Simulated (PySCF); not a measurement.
**C₇H₅NO: NMR shifts in gas and solvents**

Aim: compute the NMR shifts of C₇H₅NO (`N#COc1ccccc1`), and see what a dielectric continuum does where one was used.

The runs use PySCF 2.14.0, with density-fitted response routines of our own; the level of theory stands in each step. All values are computed, except where a source is named. Atoms count from 0, in the outputs and in this text.

### Step 1. Starting geometry

14 atoms, charge 0, multiplicity 1; geometry from: GFN2-xTB. The atoms were then displaced at random by about 0.01 Å, so the start is not that level's minimum.

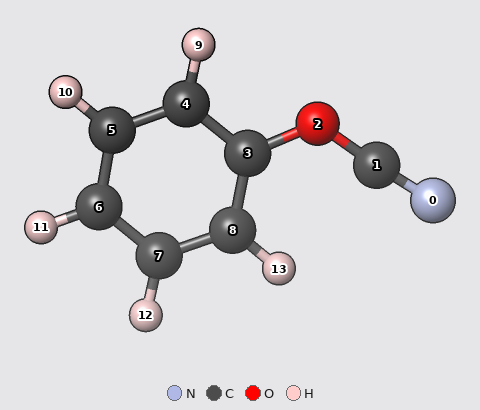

As it starts; nitrogen light blue, carbon dark grey, oxygen red, hydrogen pink, atoms numbered.

### Step 2. Geometry optimisation at PBE0-D3(BJ)/def2-TZVP

The job: settings as JSON, then the geometry in Å.

```
{"job": {"xc": "PBE0", "basis": "def2-TZVP", "d3": "d3bj", "grid": 2, "shake": 0.01, "kind": "geom"}, "charge": 0, "multiplicity": 1}
N      3.824640    -1.115860     0.387340
C      2.973000    -0.310930     0.263480
O      2.095050     0.615120     0.128420
C      0.792760     0.326320     0.037830
C     -0.099600     1.400720    -0.103840
C     -1.460820     1.184660    -0.193610
C     -1.943850    -0.115220    -0.156140
C     -1.071850    -1.179450    -0.028660
C      0.275190    -0.969530     0.096610
H      0.309060     2.402990    -0.109020
H     -2.138250     2.014630    -0.286070
H     -3.009900    -0.284750    -0.226520
H     -1.498520    -2.183130    -0.007160
H      0.945930    -1.800650     0.189580
```

The run is started by

```sh
OMP_NUM_THREADS=2 python probes_run.py task.json out
```

This one command runs all jobs of the session in turn.

Log:

```text
step   0  E = -399.37343068  max force = 0.068615
step   1  E = -399.37795503  max force = 0.016749
step   2  E = -399.37835965  max force = 0.008502
step   3  E = -399.37938682  max force = 0.009174
step   4  E = -399.37948012  max force = 0.003360
step   5  E = -399.37952020  max force = 0.002539
step   6  E = -399.37958522  max force = 0.000924
step   7  E = -399.37959288  max force = 0.000217
optimisation converged
```

It took 3.9 min on 2 threads of Intel Xeon Platinum 8259CL at 2.50GHz, shared host; peak memory 1.9 GiB.

The steps of the relaxation:

| step | energy from step 0 (eV) | largest force component (eV/Å) |
| --- | --- | --- |
| 0 | 0.0000 | 3.5283 |
| 1 | -0.1231 | 0.8613 |
| 2 | -0.1341 | 0.4372 |
| 3 | -0.1621 | 0.4717 |
| 4 | -0.1646 | 0.1728 |
| 5 | -0.1657 | 0.1306 |
| 6 | -0.1675 | 0.0475 |
| 7 | -0.1677 | 0.0112 |

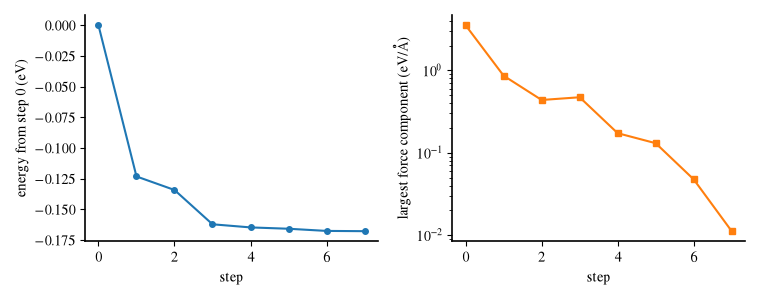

Energy and largest force along the relaxation.

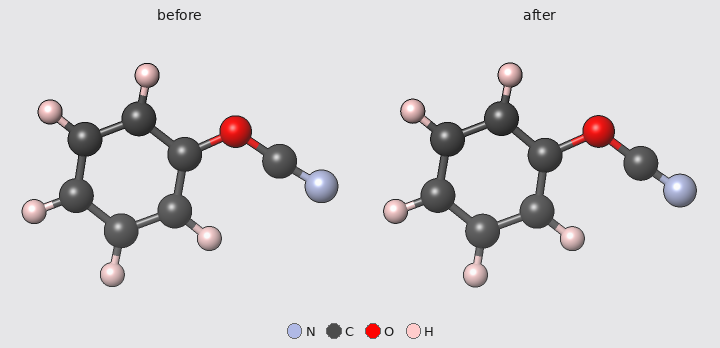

Before and after, at one scale.

Distances of close pairs at the start and the end, largest changes first:

| bond | before (Å) | after (Å) | change (Å) |
| --- | --- | --- | --- |
| O2–C3 | 1.337 | 1.404 | +0.067 |
| N0–C1 | 1.178 | 1.154 | -0.025 |
| C3–C4 | 1.404 | 1.381 | -0.023 |
| C7–C8 | 1.369 | 1.388 | +0.019 |
| C3–C8 | 1.397 | 1.379 | -0.017 |
| C8–H13 | 1.072 | 1.084 | +0.012 |
| C5–H10 | 1.075 | 1.083 | +0.008 |
| C7–H12 | 1.091 | 1.083 | -0.008 |

The next job starts from the end point, and lists it.

| at the end point | value |
| --- | --- |
| point group (found at 0.08 Å tolerance) | Cs |
| rotational constants (GHz, main isotopes) | 4.758, 1.128, 0.911 |
| dipole moment (D) | 4.55 |

### Step 3. NMR shieldings: PBE0/pcSseg-2

The job: settings as JSON, then the geometry in Å.

```
{"job": {"kind": "nmr", "xc": "PBE0", "basis": "pcSseg-2"}, "charge": 0, "multiplicity": 1}
N      3.726520    -1.190405     0.377352
C      2.948845    -0.345872     0.263060
O      2.122422     0.626106     0.137756
C      0.754228     0.326648     0.042161
C     -0.080722     1.418285    -0.090116
C     -1.443886     1.193799    -0.189184
C     -1.948362    -0.098997    -0.155379
C     -1.083541    -1.173657    -0.021648
C      0.285939    -0.970408     0.079049
H      0.338464     2.416192    -0.113950
H     -2.114758     2.037943    -0.293550
H     -3.015307    -0.267598    -0.233361
H     -1.470250    -2.185195     0.005375
H      0.973139    -1.801964     0.184226
```

With the program's defaults for keys left out, this is: GIAO PBE0/pcSseg-2 NMR shielding, non-relativistic, gas phase.

Log:

```text
coarse grid: 12856 points
cycle   1  E = -399.2640919340  dE =  1.796e+00  |g| = 6.749e-01  |ddm| = 2.924e+00
cycle   2  E = -398.9990792120  dE =  2.650e-01  |g| = 1.286e+00  |ddm| = 1.508e+00
cycle   3  E = -399.3498898946  dE = -3.508e-01  |g| = 2.583e-01  |ddm| = 1.051e+00
cycle   4  E = -399.3630363798  dE = -1.315e-02  |g| = 6.591e-02  |ddm| = 1.844e-01
cycle   5  E = -399.3637375666  dE = -7.012e-04  |g| = 2.053e-02  |ddm| = 4.947e-02
cycle   6  E = -399.3638254911  dE = -8.792e-05  |g| = 5.673e-03  |ddm| = 1.700e-02
cycle   7  E = -399.3638323240  dE = -6.833e-06  |g| = 1.754e-03  |ddm| = 5.620e-03
final grid: 127520 points
cycle   8  E = -399.3653509710  dE = -9.866e-05  |g| = 9.551e-03  |ddm| = 6.896e-02
cycle   9  E = -399.3653243798  dE =  2.659e-05  |g| = 1.505e-02  |ddm| = 1.547e-02
cycle  10  E = -399.3653688037  dE = -4.442e-05  |g| = 2.751e-03  |ddm| = 9.242e-03
cycle  11  E = -399.3653704020  dE = -1.598e-06  |g| = 8.309e-04  |ddm| = 2.129e-03
cycle  12  E = -399.3653705315  dE = -1.295e-07  |g| = 2.682e-04  |ddm| = 8.255e-04
cycle  13  E = -399.3653705470  dE = -1.547e-08  |g| = 7.931e-05  |ddm| = 2.195e-04
cycle  14  E = -399.3653705484  dE = -1.443e-09  |g| = 2.842e-05  |ddm| = 7.770e-05
cycle  15  E = -399.3653705486  dE = -1.946e-10  |g| = 4.542e-06  |ddm| = 2.049e-05
converged SCF energy = -399.3653705486

GIAO shielding tensors (ppm)
atom      isotropic    diamagn.    paramagn.     s11        s22        s33       span
  0 N       52.257     333.019    -280.762   -109.461    -28.563    294.797    404.257
  1 C       70.047     268.761    -198.714    -40.561    -38.269    288.972    329.533
  2 O      216.129     382.356    -166.227    180.611    199.665    268.110     87.499
  3 C       21.702     253.875    -232.173    -69.545     36.606     98.047    167.593
  4 C       61.433     257.305    -195.872    -30.780     45.969    169.110    199.890
  5 C       45.914     253.453    -207.538    -65.092     27.517    175.318    240.410
  6 C       51.051     254.366    -203.315    -61.293     35.748    178.698    239.991
  7 C       45.524     253.570    -208.046    -65.929     26.929    175.571    241.499
  8 C       64.189     259.403    -195.214    -27.321     43.076    176.813    204.133
  9 H       24.153      31.908      -7.755     20.497     23.718     28.242      7.745
 10 H       23.782      30.203      -6.421     20.397     23.926     27.023      6.626
 11 H       23.915      30.260      -6.344     20.689     24.036     27.022      6.333
 12 H       23.682      31.499      -7.817     20.205     23.641     27.200      6.995
 13 H       23.548      35.221     -11.673     19.357     22.337     28.951      9.594
```

Run time: 63 s. Hardware: 2 threads of Intel Xeon Platinum 8259CL at 2.50GHz, shared host; peak memory 2.6 GiB.

The references, computed at this level on geometries of the same kind, shield at (ppm): 1H TMS 31.52, 13C TMS 186.0, 15N NH3 263.8, 17O H2O 329.5. Their shielding less the atom's gives the shift. The references are single molecules in the gas phase, so shifts against H2O, NH3, PH3, H3PO4 or CFCl3 are not on the usual liquid scales and can be off by tens of ppm. Atoms listed in one row are averaged.

| atoms | environment | σ (ppm) | δ (ppm) |
| --- | --- | --- | --- |
| C3 | aromatic carbon bearing oxygen | 21.7 | 164.3 |
| C5, C7 | aromatic CH | 45.7 | 140.3 |
| C6 | aromatic CH | 51.1 | 135.0 |
| C4, C8 | aromatic CH | 62.8 | 123.2 |
| C1 | nitrile carbon | 70.0 | 116.0 |
| H10, H12 | hydrogen on an aromatic CH | 23.73 | 7.79 |
| H9, H13 | hydrogen on an aromatic CH | 23.85 | 7.67 |
| H11 | hydrogen on an aromatic CH | 23.92 | 7.61 |
| N0 | nitrile nitrogen | 52.3 | 211.5 |
| O2 | ether oxygen | 216.1 | 113.4 |

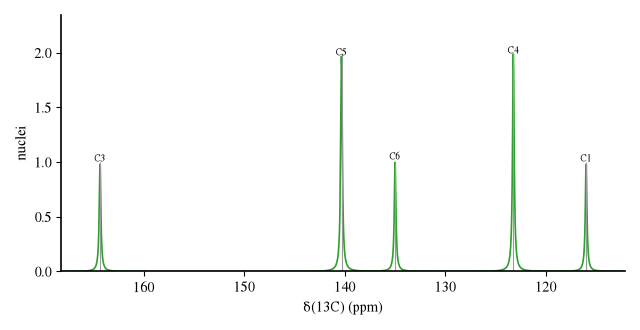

13C lines at the computed shifts, without couplings. Lines are broadened to a width of 0.19 ppm (Lorentzian).

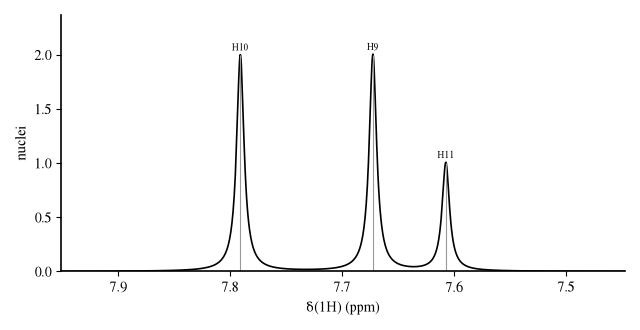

1H lines at the computed shifts, without couplings. Lines are broadened to a width of 0.01 ppm (Lorentzian).

Charges from the same density, by scheme (e):

| atoms | Mulliken | IAO | Hirshfeld | ESP fit |
| --- | --- | --- | --- | --- |
| N0 | -0.19 | -0.32 | -0.25 | -0.53 |
| C1 | 0.20 | 0.33 | 0.16 | 0.55 |
| O2 | -0.31 | -0.25 | -0.05 | -0.29 |
| C3 | 0.38 | 0.20 | 0.08 | 0.44 |
| C4, C8 | -0.11 | -0.19 | -0.06 | -0.34 |
| C5, C7 | -0.02 | -0.14 | -0.04 | -0.02 |
| C6 | -0.02 | -0.16 | -0.05 | -0.25 |

Mulliken charges:

N0 -0.19; C1 0.20; O2 -0.31; C3 0.38; C4 -0.14; C5 0.00; C6 -0.02; C7 -0.04; C8 -0.08; H9 0.04; H10 0.04; H11 0.03; H12 0.04; H13 0.05

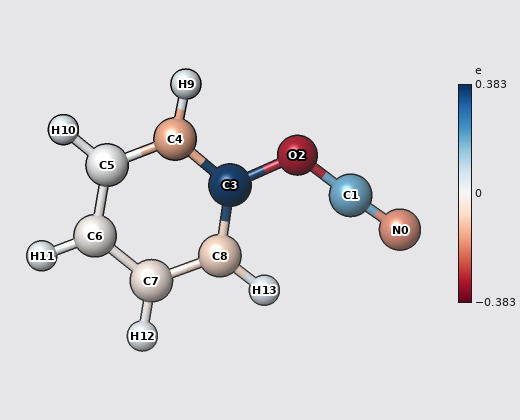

Mulliken charges, as colours on the atoms.

Mayer bond orders: N0–C1 2.94, C1–O2 1.20, O2–C3 0.84, C3–C4 1.43, C4–C5 1.41, C5–C6 1.41, C6–C7 1.44, C7–C8 1.38, C8–C3 1.43.

Ring of atoms C3, C4, C5, C6, C7, C8: NICS(0) -10.0, NICS(1) -10.2, NICS(1)zz -28.9 ppm (means of both faces).

### Step 4. Nuclear shieldings: KT3/pcSseg-2

The job, as its differences from that of step 3:

```diff
@@ -1,2 +1,2 @@
-{"job": {"kind": "nmr", "xc": "PBE0", "basis": "pcSseg-2"}, "charge": 0, "multiplicity": 1}
+{"job": {"kind": "nmr", "xc": "KT3", "basis": "pcSseg-2", "pop": false}, "charge": 0, "multiplicity": 1}
 N      3.726520    -1.190405     0.377352
```

Method: GIAO KT3/pcSseg-2 NMR shielding, non-relativistic, gas phase.

Log:

```text
coarse grid: 12856 points
cycle   1  E = -405.9394880447  dE =  1.531e+00  |g| = 8.059e-01  |ddm| = 4.191e+00
cycle   2  E = -405.3964758160  dE =  5.430e-01  |g| = 1.697e+00  |ddm| = 2.186e+00
cycle   3  E = -406.0069618684  dE = -6.105e-01  |g| = 5.754e-01  |ddm| = 1.721e+00
cycle   4  E = -406.0813539131  dE = -7.439e-02  |g| = 9.384e-02  |ddm| = 4.067e-01
cycle   5  E = -406.0826264039  dE = -1.272e-03  |g| = 4.434e-02  |ddm| = 1.019e-01
cycle   6  E = -406.0830033770  dE = -3.770e-04  |g| = 1.635e-02  |ddm| = 4.198e-02
cycle   7  E = -406.0830661833  dE = -6.281e-05  |g| = 5.720e-03  |ddm| = 1.654e-02
cycle   8  E = -406.0830748133  dE = -8.630e-06  |g| = 1.934e-03  |ddm| = 5.252e-03
final grid: 127520 points
cycle   9  E = -406.0999200024  dE = -5.342e-04  |g| = 1.244e-02  |ddm| = 5.383e-01
cycle  10  E = -406.0998344969  dE =  8.551e-05  |g| = 2.361e-02  |ddm| = 2.504e-02
cycle  11  E = -406.0999450786  dE = -1.106e-04  |g| = 3.815e-03  |ddm| = 1.618e-02
cycle  12  E = -406.0999472100  dE = -2.131e-06  |g| = 2.565e-03  |ddm| = 4.477e-03
cycle  13  E = -406.0999485534  dE = -1.343e-06  |g| = 8.238e-04  |ddm| = 1.866e-03
cycle  14  E = -406.0999486946  dE = -1.412e-07  |g| = 3.253e-04  |ddm| = 7.066e-04
cycle  15  E = -406.0999487220  dE = -2.738e-08  |g| = 5.886e-05  |ddm| = 3.022e-04
cycle  16  E = -406.0999487228  dE = -8.386e-10  |g| = 1.993e-05  |ddm| = 6.187e-05
converged SCF energy = -406.0999487228

GIAO shielding tensors (ppm)
atom      isotropic    diamagn.    paramagn.     s11        s22        s33       span
  0 N       70.156     332.436    -262.280    -79.519     -3.902    293.890    373.410
  1 C       78.207     269.486    -191.278    -28.040    -23.781    286.442    314.482
  2 O      203.135     381.510    -178.375    168.725    183.685    256.995     88.270
  3 C       28.793     259.284    -230.491    -48.564     39.579     95.364    143.928
  4 C       70.239     260.869    -190.630    -12.644     58.622    164.740    177.384
  5 C       55.376     257.082    -201.706    -44.882     42.110    168.902    213.784
  6 C       59.939     258.377    -198.437    -42.136     48.695    173.259    215.395
  7 C       54.658     257.576    -202.918    -46.309     41.300    168.984    215.293
  8 C       71.978     263.899    -191.921    -11.327     54.937    172.323    183.650
  9 H       24.566      31.233      -6.667     21.077     24.419     28.201      7.124
 10 H       24.196      28.782      -4.586     20.888     24.670     27.030      6.142
 11 H       24.333      28.957      -4.624     21.243     24.741     27.015      5.772
 12 H       24.086      30.568      -6.483     20.710     24.341     27.205      6.495
 13 H       23.889      35.274     -11.385     19.868     22.812     28.986      9.119
```

Wall time 79 s (2 threads of Intel Xeon Platinum 8259CL at 2.50GHz, shared host); peak memory 2.5 GiB.

Key values: δ C3 154.4, C5 128.2, C6 123.3, C4 112.1, H10 7.49, H9 7.40 ppm (means over like atoms).

### Step 5. Shielding tensors: wB97X-D/pcSseg-2

The job, as its differences from that of step 4:

```diff
@@ -1,2 +1,2 @@
-{"job": {"kind": "nmr", "xc": "KT3", "basis": "pcSseg-2", "pop": false}, "charge": 0, "multiplicity": 1}
+{"job": {"kind": "nmr", "xc": "wB97X-D", "basis": "pcSseg-2", "pop": false}, "charge": 0, "multiplicity": 1}
 N      3.726520    -1.190405     0.377352
```

Level: GIAO wB97X-D/pcSseg-2 NMR shielding, non-relativistic, gas phase.

Log:

```text
coarse grid: 12856 points
cycle   1  E = -399.5614987359  dE =  2.113e+00  |g| = 7.255e-01  |ddm| = 2.898e+00
cycle   2  E = -399.4611340735  dE =  1.004e-01  |g| = 1.039e+00  |ddm| = 1.248e+00
cycle   3  E = -399.6779034395  dE = -2.168e-01  |g| = 1.412e-01  |ddm| = 7.586e-01
cycle   4  E = -399.6809724438  dE = -3.069e-03  |g| = 6.927e-02  |ddm| = 1.011e-01
cycle   5  E = -399.6818171794  dE = -8.447e-04  |g| = 1.252e-02  |ddm| = 4.920e-02
cycle   6  E = -399.6818511153  dE = -3.394e-05  |g| = 4.065e-03  |ddm| = 1.390e-02
cycle   7  E = -399.6818556598  dE = -4.544e-06  |g| = 8.927e-04  |ddm| = 4.867e-03
final grid: 127520 points
cycle   8  E = -399.6843926698  dE = -2.607e-04  |g| = 6.616e-03  |ddm| = 1.133e-01
cycle   9  E = -399.6843904765  dE =  2.193e-06  |g| = 7.661e-03  |ddm| = 1.049e-02
cycle  10  E = -399.6844017725  dE = -1.130e-05  |g| = 1.870e-03  |ddm| = 5.647e-03
cycle  11  E = -399.6844024208  dE = -6.483e-07  |g| = 5.818e-04  |ddm| = 1.563e-03
cycle  12  E = -399.6844025062  dE = -8.541e-08  |g| = 8.854e-05  |ddm| = 5.580e-04
cycle  13  E = -399.6844025087  dE = -2.475e-09  |g| = 4.430e-05  |ddm| = 1.505e-04
cycle  14  E = -399.6844025093  dE = -6.465e-10  |g| = 1.445e-05  |ddm| = 6.838e-05
converged SCF energy = -399.6844025093

GIAO shielding tensors (ppm)
atom      isotropic    diamagn.    paramagn.     s11        s22        s33       span
  0 N       52.162     331.425    -279.264   -110.518    -29.910    296.913    407.431
  1 C       68.816     268.103    -199.287    -42.666    -40.684    289.797    332.463
  2 O      223.174     382.496    -159.322    188.808    203.971    276.743     87.935
  3 C       20.252     253.786    -233.534    -74.356     37.123     97.988    172.343
  4 C       59.938     254.649    -194.711    -34.342     44.947    169.209    203.551
  5 C       44.310     251.849    -207.539    -69.421     26.350    176.002    245.424
  6 C       49.611     252.350    -202.739    -65.137     34.966    179.003    244.140
  7 C       44.057     251.634    -207.577    -70.033     25.933    176.271    246.304
  8 C       62.795     257.913    -195.118    -30.590     42.365    176.610    207.199
  9 H       24.232      31.873      -7.641     20.571     23.767     28.359      7.788
 10 H       23.864      30.512      -6.647     20.530     23.944     27.117      6.587
 11 H       24.006      30.485      -6.478     20.799     24.092     27.128      6.329
 12 H       23.769      31.644      -7.876     20.331     23.678     27.298      6.967
 13 H       23.651      35.044     -11.393     19.444     22.451     29.058      9.615
```

Wall time 78 s (2 threads of Intel Xeon Platinum 8259CL at 2.50GHz, shared host); peak memory 2.6 GiB.

This run: δ C3 166.0, C5 142.1, C6 136.7, C4 124.9, H10 7.82, H9 7.69 ppm (means over like atoms).

### Step 6. NMR shieldings: B97-2/pcSseg-2

The job, as its differences from that of step 5:

```diff
@@ -1,2 +1,2 @@
-{"job": {"kind": "nmr", "xc": "wB97X-D", "basis": "pcSseg-2", "pop": false}, "charge": 0, "multiplicity": 1}
+{"job": {"kind": "nmr", "xc": "B97-2", "basis": "pcSseg-2", "pop": false}, "charge": 0, "multiplicity": 1}
 N      3.726520    -1.190405     0.377352
```

With the program's defaults for keys left out, this is: GIAO B97-2/pcSseg-2 NMR shielding, non-relativistic, gas phase.

Log:

```text
coarse grid: 12856 points
cycle   1  E = -399.5779810890  dE =  1.741e+00  |g| = 6.948e-01  |ddm| = 2.928e+00
cycle   2  E = -399.2863903415  dE =  2.916e-01  |g| = 1.333e+00  |ddm| = 1.591e+00
cycle   3  E = -399.6645376813  dE = -3.781e-01  |g| = 2.923e-01  |ddm| = 1.135e+00
cycle   4  E = -399.6818924543  dE = -1.735e-02  |g| = 6.672e-02  |ddm| = 2.074e-01
cycle   5  E = -399.6825989408  dE = -7.065e-04  |g| = 2.248e-02  |ddm| = 5.413e-02
cycle   6  E = -399.6827045778  dE = -1.056e-04  |g| = 6.277e-03  |ddm| = 1.869e-02
cycle   7  E = -399.6827130649  dE = -8.487e-06  |g| = 2.011e-03  |ddm| = 6.405e-03
final grid: 127520 points
cycle   8  E = -399.6828402287  dE = -1.332e-04  |g| = 4.908e-03  |ddm| = 1.185e-01
cycle   9  E = -399.6828299284  dE =  1.030e-05  |g| = 7.941e-03  |ddm| = 1.005e-02
cycle  10  E = -399.6828458722  dE = -1.594e-05  |g| = 9.131e-04  |ddm| = 6.020e-03
cycle  11  E = -399.6828460232  dE = -1.510e-07  |g| = 5.574e-04  |ddm| = 1.087e-03
cycle  12  E = -399.6828460808  dE = -5.761e-08  |g| = 2.637e-04  |ddm| = 4.250e-04
cycle  13  E = -399.6828460952  dE = -1.436e-08  |g| = 5.216e-05  |ddm| = 2.033e-04
cycle  14  E = -399.6828460957  dE = -5.592e-10  |g| = 1.571e-05  |ddm| = 3.993e-05
converged SCF energy = -399.6828460957

GIAO shielding tensors (ppm)
atom      isotropic    diamagn.    paramagn.     s11        s22        s33       span
  0 N       57.452     333.200    -275.747   -101.065    -22.597    296.019    397.084
  1 C       71.743     269.241    -197.498    -37.786    -35.424    288.438    326.224
  2 O      215.799     382.919    -167.120    180.247    198.913    268.235     87.988
  3 C       23.757     254.640    -230.883    -64.357     37.974     97.655    162.013
  4 C       63.468     257.529    -194.061    -26.636     48.811    168.231    194.867
  5 C       48.295     253.753    -205.458    -60.161     31.048    173.997    234.159
  6 C       53.325     254.489    -201.165    -56.413     38.945    177.442    233.855
  7 C       47.864     253.989    -206.124    -61.083     30.480    174.196    235.280
  8 C       66.044     259.731    -193.687    -23.452     45.917    175.667    199.119
  9 H       24.334      32.022      -7.687     20.697     23.953     28.353      7.656
 10 H       23.967      30.242      -6.274     20.605     24.170     27.126      6.521
 11 H       24.102      30.256      -6.154     20.898     24.285     27.123      6.226
 12 H       23.867      31.618      -7.752     20.416     23.880     27.304      6.888
 13 H       23.720      35.404     -11.684     19.545     22.558     29.058      9.513
```

It took 60 s on 2 threads of Intel Xeon Platinum 8259CL at 2.50GHz, shared host; peak memory 2.7 GiB.

In short: δ C3 161.6, C5 137.3, C6 132.1, C4 120.6, H10 7.72, H9 7.61 ppm (means over like atoms).

[end of part 1 of 2]
